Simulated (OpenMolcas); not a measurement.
**Nb³⁺ among point charges: CASSCF and CASPT2 levels and susceptibility**

How does a field of 6 point charges split the states of Nb³⁺, and what χT follows?

Method: state-averaged CASSCF and CASPT2, spin-orbit coupling by RASSI with atomic mean-field integrals. Code: OpenMolcas 26.06.

### 1 Starting point

```
Species                           : Nb³⁺ (niobium, Z = 41, 38 electrons)
Basis                             : ANO-RCC-VDZP [6s5p3d1f], 43 functions
Scalar Hamiltonian                : DKH2, point nucleus
Inactive shells                   : 1s 2s 2p 3s 3p 3d 4s 4p
Active space                      : 2 electrons in 5 orbitals (4d)
Some configurations of this space : 4d²
Orbitals                          : optimised for each spin and parity, averaged over all roots
```

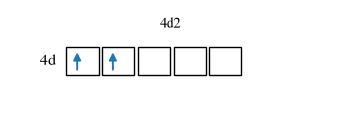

The shells outside the core, filled by Hund's rule for the drawing.

The ion sits among 6 point charges of -0.75 e arranged as an octahedron (Oh), 1.91 Å from the ion.

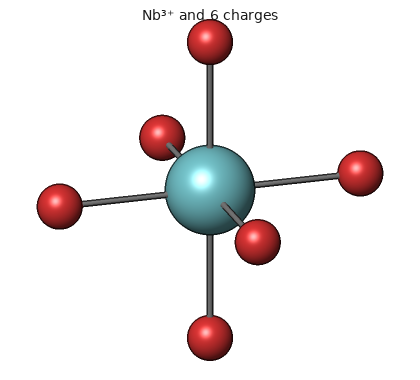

The ion and the point charges (red).

The work runs as a chain of OpenMolcas steps in one folder; each step below is one input file. Labels, J, g values, rates, χT and fits are worked out afterwards by a script from the matrices that RASSI stores. The input lists half of the charges; inversion (Group=XYZ) makes the rest.

### 2 GATEWAY and SEWARD: basis and integrals

a.inp

```
&GATEWAY
Coord
1

Nb 0.0 0.0 0.0
Basis=ANO-RCC-VDZP
Group=XYZ
NoMove
AngMom=0.0 0.0 0.0
AMFI
XField
3 Angstrom 0
1.910000 0.000000 0.000000 -0.750000
0.000000 1.910000 0.000000 -0.750000
0.000000 0.000000 1.910000 -0.750000
&SEWARD
```

On the command line:

```
> OMP_NUM_THREADS=1 MOLCAS_MEM=1689 MOLCAS_PROJECT=a pymolcas a.inp > a.log
```

Standard output:

```text
Basis set label: NB.ANO-RCC...6S5P3D1F.

      Electronic valence basis set:
      ------------------
      Associated Effective Charge  41.000000 au
      Associated Actual Charge     41.000000 au
      Nuclear Model: Point charge

      Shell  nPrim  nBasis  Cartesian Spherical Contaminant
         s      21       6        X
         p      18       5        X
         d      13       3                 X
         f       6       1                 X
                  Relativistic Douglas-Kroll-Hess integrals:
                    - DKH order of Hamiltonian: 2
                    - DKH order of Properties : 0
                  Atomic mean-field integrals
```

### 3 Reference wave functions, triplets of even parity, 10 roots

a.inp

```
&RASSCF
FileOrb=start.orb
Symmetry=1
Spin=3
nActEl=2 0 0
Inactive=9 9
Ras2=5 0
CIRoot=10 10 1
SDav=10
CIMx=300
Iter=120 100
PrWF=0.3
OrbListing=Nothing
MaxOrb=0
>>> COPY $Project.JobIph JOB001
```

start.orb holds the contracted functions of the basis, ordered by shell, or the orbitals of the step before.

Standard output, cut to the lines that bear on the results:

```text
[...]
      Number of active orbitals                  5
[...]
      Spin quantum number                      1.0
[...]
      Active orbitals                            5   0
[...]
      Number of CSFs                            10
      Number of root(s) required                10
[...]
      Convergence after  8 iterations
[...]
      Natural orbitals and occupation numbers for root  1
      sym 1:   0.932547   0.932547   0.067453   0.067453  -0.000000
      Natural orbitals and occupation numbers for root  2
      sym 1:   0.933063  -0.000000   0.066937   0.933063   0.066937
      Natural orbitals and occupation numbers for root  3
      sym 1:   0.067125   0.932875   0.000000   0.932875   0.067125
::    RASSCF root number  1 Total energy:  -3818.97752268
::    RASSCF root number  2 Total energy:  -3818.97752268
::    RASSCF root number  3 Total energy:  -3818.97752268
[...]
::    RASSCF root number  7 Total energy:  -3818.90462632
::    RASSCF root number  8 Total energy:  -3818.89713469
::    RASSCF root number  9 Total energy:  -3818.89713469
::    RASSCF root number 10 Total energy:  -3818.89713469
```

### 4 Reference wave functions, singlets of even parity, 15 roots

a.inp

```
&RASSCF
FileOrb=start.orb
Symmetry=1
Spin=1
nActEl=2 0 0
Inactive=9 9
Ras2=5 0
CIRoot=15 15 1
SDav=15
CIMx=300
Iter=120 100
PrWF=0.3
OrbListing=Nothing
MaxOrb=0
>>> COPY $Project.JobIph JOB002
```

On the command line:

```
> OMP_NUM_THREADS=1 MOLCAS_MEM=1689 MOLCAS_PROJECT=a pymolcas a.inp > a.log
```

Standard output, cut to the lines that bear on the results:

```text
[...]
      Number of active orbitals                  5
[...]
      Spin quantum number                      0.0
[...]
      Active orbitals                            5   0
[...]
      Number of CSFs                            15
      Number of root(s) required                15
[...]
      Convergence after  7 iterations
[...]
      Natural orbitals and occupation numbers for root  1
      sym 1:   1.163484   0.000744   0.014563   0.638314   0.182894
      Natural orbitals and occupation numbers for root  2
      sym 1:   0.092701   0.000095   0.034598   1.041336   0.831270
      Natural orbitals and occupation numbers for root  3
      sym 1:   0.092546   0.050646   0.000029   0.999417   0.857363
::    RASSCF root number  1 Total energy:  -3818.92917391
::    RASSCF root number  2 Total energy:  -3818.92917391
::    RASSCF root number  3 Total energy:  -3818.92917391
[...]
::    RASSCF root number 12 Total energy:  -3818.87577751
::    RASSCF root number 13 Total energy:  -3818.84666558
::    RASSCF root number 14 Total energy:  -3818.84666558
::    RASSCF root number 15 Total energy:  -3818.76599504
```

### 5 RASSI: spin-orbit coupling between the states

a.inp

```
&RASSI
NrOfJobIphs=2 10 15
1 2 3 4 5 6 7 8 9 10
1 2 3 4 5 6 7 8 9 10 11 12 13 14 15
IphNames
JOB001
JOB002
EJob
SpinOrbit
DIPRint=1.0
SOCoupling=1000.0
Subsets=2
Property=9
'ANGMOM' 1 'ANGMOM' 2 'ANGMOM' 3 'MLTPL  1' 1 'MLTPL  1' 2 'MLTPL  1' 3
'AMFI' 1 'AMFI' 2 'AMFI' 3
SOProperty=3
'ANGMOM' 1 'ANGMOM' 2 'ANGMOM' 3
```

Standard output, cut to the lines that bear on the results:

```text
SPIN-FREE ENERGIES:
  (Shifted by EMIN (a.u.) =      -3818.9775226778)
 SF State       Relative EMIN(au)   Rel lowest level(eV)    D:o, cm**(-1)      L_eff
     1             0.0000000000        0.0000000000              0.0000         2.9
     2             0.0000000000        0.0000000000              0.0000         2.9
     3             0.0000000000        0.0000000000              0.0000         2.9
     4             0.0338819091        0.9219737161           7436.2195         3.0
     5             0.0338819091        0.9219737161           7436.2195         3.0
     6             0.0338819091        0.9219737161           7436.2195         3.0
    11             0.0483487697        1.3156370470          10611.3284         2.7
    12             0.0483487697        1.3156370470          10611.3284         2.7
    13             0.0483487697        1.3156370470          10611.3284         2.7
    14             0.0499409038        1.3589612219          10960.7614         3.0
[...]
Eigenvalues of complex Hamiltonian:
   -----------------------------------
  (Shifted by EMIN (a.u.) =      -3818.9775226778)
 SO State       Relative EMIN(au)   Rel lowest level(eV)    D:o, cm**(-1)     J-value
     1            -0.0028423822        0.0000000000              0.0000         2.2
     2            -0.0028423822        0.0000000000              0.0000         1.8
     3            -0.0024193354        0.0115116900             92.8480         2.2
     4            -0.0024193354        0.0115116900             92.8480         2.2
     5            -0.0024193354        0.0115116900             92.8480         2.1
     6             0.0017193653        0.1241314744           1001.1879         3.0
     7             0.0017193653        0.1241314744           1001.1879         3.0
     8             0.0017193653        0.1241314744           1001.1879         2.3
     9             0.0038807880        0.1829467824           1475.5653         3.1
    10             0.0321726111        0.9528065071           7684.9027         2.4
    11             0.0321726111        0.9528065071           7684.9027         2.4
[...]
```

These steps took 5.7 s in all on 1 thread of Arm Neoverse V1, shared host.

States without spin-orbit coupling:

```
state  degeneracy  E (cm-1)  free-ion L (%)
  3T1           3         0          F (96)
  3T2           3      7436         F (100)
  1T2           3     10611          D (70)
   1E           2     10961          D (57)
  3A2           1     15999         F (100)
  3T1           3     17643          P (96)
  1T2           3     20092          G (70)
  1A1           1     20489          G (85)
  1T1           3     22330         G (100)
   1E           2     28720          G (57)
  1A1           1     46425          S (85)
```

With spin-orbit coupling:

```tsv
E (cm-1)	Degeneracy	Label	2S+1
0.0	2	E	3
92.8	3	T2	3
1001	3	T1	3
1476	1	A1	3
7685	3	T2	3
7752	1	A2	3
8253	3	T1	3
8321	2	E	3
11365	3	T2	1
11522	2	E	1
16626	3	T2	3
17573	1	A1	3
17982	3	T1	3
18557	3	T2	3
18626	2	E	3
20890	3	T2	1
21191	1	A1	1
22977	3	T1	1
29410	2	E	1
47122	1	A1	1
```

Powder χT (cm³ K/mol): 0.00 at 2 K, 0.01 at 5 K, 0.01 at 10 K, 0.02 at 20 K, 0.06 at 50 K, 0.12 at 100 K, 0.18 at 150 K, 0.24 at 200 K, 0.29 at 250 K, 0.35 at 300 K.

A ligand-field fit to the states below 45000 cm-1 gives 10Dq = 8724 cm-1, B = 743 cm-1 and C = 2941 cm-1 (C/B = 3.96), with a deviation of 124 cm-1.

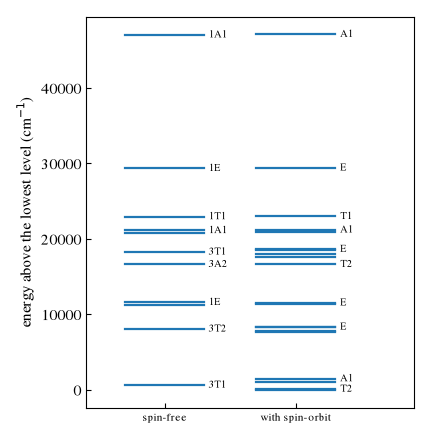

The states in the field without (left) and with (right) spin-orbit coupling.

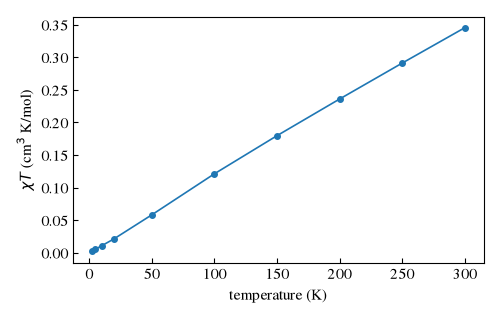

χT against temperature.

### 6 CASPT2: IPEA 0.25, imaginary shift 0.1 (closed shells correlated: 4s 4p)

a.inp

```
>>> COPY JOB001 $Project.JobIph
&CASPT2
Multistate=10 1 2 3 4 5 6 7 8 9 10
NoMult
Frozen=8 6
IPEA=0.25
Imaginary=0.1
MaxIter=60
WThr=0.0 0.3 0.05
PrWF=0.5
NoMix
>>> COPY JOB002 $Project.JobIph
&CASPT2
Multistate=15 1 2 3 4 5 6 7 8 9 10 11 12 13 14 15
NoMult
Frozen=8 6
IPEA=0.25
Imaginary=0.1
MaxIter=60
WThr=0.0 0.3 0.05
PrWF=0.5
NoMix
```

Standard output, cut to the lines that bear on the results:

```text
[...]
      Active orbitals                            5   0
[...]
      E2 (Variational):          -0.1713055367
      Total energy:           -3819.1488282146
[...]
::    CASPT2 Root  1     Total energy:  -3819.14882821
::    CASPT2 Root  2     Total energy:  -3819.14878566
[...]
::    CASPT2 Root 12     Total energy:  -3819.05289696
::    CASPT2 Root 13     Total energy:  -3819.02366415
::    CASPT2 Root 14     Total energy:  -3819.02364258
::    CASPT2 Root 15     Total energy:  -3818.96193040
```

Time for this run: 1.9 s (1 thread of Arm Neoverse V1, shared host).

SS-CASPT2: lowest energy less the reference's lowest, -0.1713 hartree; reference weights 0.944 to 0.960.

Spin-free states, with their symmetry labels:

```
state  degeneracy  E (cm-1)  free-ion L (%)
  3T1           3         0          F (96)
  3T2           3      7557         F (100)
  1T2           3      8763          D (70)
   1E           2      9476          D (57)
  3T1           3     16085          P (96)
  3A2           1     16635         F (100)
  1A1           1     17868          G (85)
  1T2           3     18534          G (70)
  1T1           3     21013         G (100)
   1E           2     27463          G (57)
  1A1           1     41009          S (85)
```

With spin-orbit coupling:

```csv
E (cm-1),Degeneracy,Label,2S+1
0,2,E,3
92,3,T2,3
1010,3,T1,3
1480,1,A1,3
7640,3,T2,3
7880,1,A2,3
8380,3,T1,3
8440,2,E,3
9710,3,T2,1
10050,2,E,1
15990,1,A1,3
16430,3,T1,3
16950,3,T2,3
17080,2,E,3
17230,3,T2,3
18600,1,A1,1
19430,3,T2,1
21670,3,T1,1
28160,2,E,1
41720,1,A1,1
```

Powder χT (cm³ K/mol): 0.00 at 2 K, 0.01 at 5 K, 0.01 at 10 K, 0.02 at 20 K, 0.06 at 50 K, 0.12 at 100 K, 0.18 at 150 K, 0.24 at 200 K, 0.29 at 250 K, 0.34 at 300 K.

A ligand-field fit to the states below 45000 cm-1 gives 10Dq = 9005 cm-1, B = 630 cm-1 and C = 2516 cm-1 (C/B = 3.99), with a deviation of 310 cm-1.

### 7 The methods side by side

A. CASSCF
B. SS-CASPT2, IPEA 0.25, imaginary shift 0.1 (closed shells correlated: 4s 4p)

```
method  ground state  first state of that spin (cm-1)  first gap with spin-orbit (cm-1)  χT at 300 K
     A           3T1                         3T2 7436                              92.8         0.35
     B           3T1                         3T2 7557                              91.9         0.34
```

### 8 Outcome

```
                                            quantity                                                                        value
                                              method  SS-CASPT2, IPEA 0.25, imaginary shift 0.1 (closed shells correlated: 4s 4p)
                              spin-free ground state                                              3T1, 3-fold in its orbital part
first state of the same spin within the active space                                                             3T2 at 7560 cm⁻¹
                                        lowest level                                               2-fold E, g = 0.00, 0.00, 0.00
                                          next level                                                                    91.9 cm⁻¹
                                         χT at 300 K                                                               0.34 cm³ K/mol
                           effective moment at 300 K                                                                      1.66 μB
```

Cost by method:

```
                                              method  time of its own steps  time with the reference
                                           A. CASSCF                  5.7 s                    5.7 s
B. SS-CASPT2, IPEA 0.25, imaginary shift 0.1, +4s 4p                  1.9 s                    7.5 s
```

Times are of one thread on a shared host.

What this shows: The spin-free ground state (3T1) comes to 96 % from free-ion F terms and keeps the highest spin of the shell. χT at 300 K is 0.34, against 1.00 cm³ K/mol for the spin alone, so spin-orbit coupling lowers it. A ligand-field fit to the states below 45000 cm-1 gives 10Dq = 9005 cm-1, B = 630 cm-1 and C = 2516 cm-1 (C/B = 3.99), with a deviation of 310 cm-1. CASPT2 does not keep the components of a term degenerate, and the means are used. The field of point charges can differ much from that of real complexes. This is an electrostatic model: the charges have no orbitals.
